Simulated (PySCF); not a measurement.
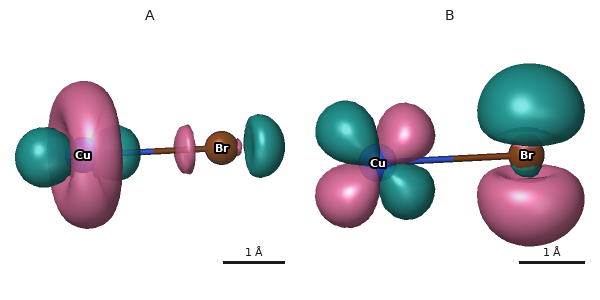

Figure. CuBr (charge −1, doublet). Two frontier β-spin orbitals, each drawn at the value that holds 80 % of its norm (teal and pink are the two phases), in no order; of a degenerate pair one member is drawn.

All numbers below come from PBE0/def2-TZVPPD, non-relativistic Hamiltonian with scalar-relativistic core potentials where named, at a bond length of 2.368 Å in PySCF.

Q: Label each orbital by symmetry, say whether it is occupied, and order them by energy.

A: Orbital B: π, occupied in this spin, −1.95 eV; shared between the atoms (Cu 65 %, Br 35 %).
Orbital A: σ, occupied in this spin, −1.78 eV; mainly on Cu (90 %).
